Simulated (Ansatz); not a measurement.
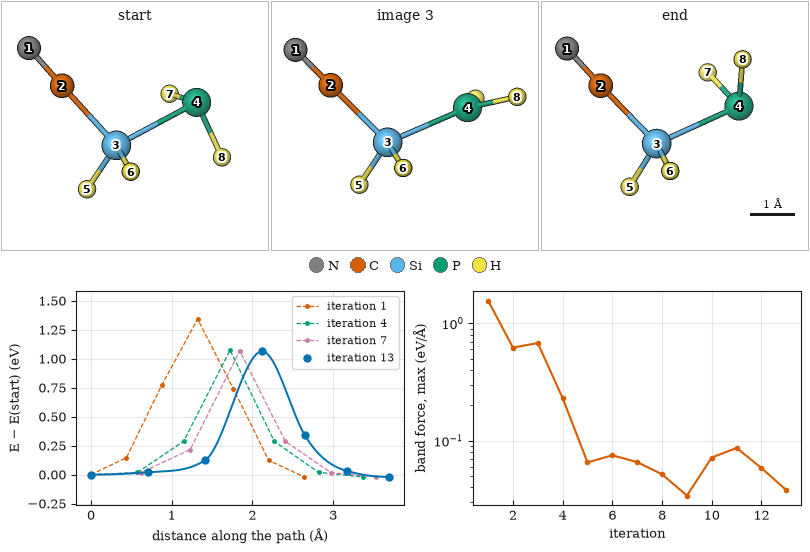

A nudged-elastic-band calculation for CH4NPSi. Images are numbered from 0 (start) to 6 (end). The plot follows the band through its iterations. A ball-and-stick model, seen at a tilt.

Theory: RKS CAM-B3LYP-D4/def2-SVP in Ansatz 0.2.0. Settings: 5 movable images; climbing image; force threshold 0.05 eV/Å; iteration limit 60; starting path by straight interpolation.

Judge this run.

The run is converged, with reservations. The band converged in 13 iterations. The largest component of the band force went from 1.6 to 0.038 eV/Å. The climbing image converged on the top of the path. Its curvatures weren't checked. The straight starting path can push atoms close together and costs iterations. The first iteration put the highest image at 1.34 eV. Forward barrier 1.06 eV, backward barrier 1.08 eV, with image 3 at the top; the reaction energy is −0.02 eV.

The run took 74 s on 2 threads of AMD EPYC 9R14 (Zen 4), on a shared host, peak memory 0.21 GiB.
